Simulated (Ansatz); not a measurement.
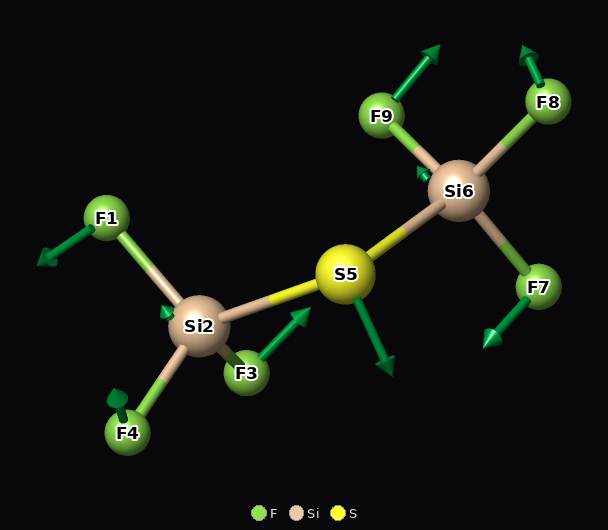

The arrows show one normal mode. Harmonic vibrations computed with RKS PBE0-D4/def2-TZVP (Ansatz 0.2.0) at a stationary point of the same level.

> What kind of motion is it?

Mostly F–Si–S bending.

> Estimate its harmonic wavenumber.

221 cm⁻¹; it is mode 7 of 21 counted from the lowest.
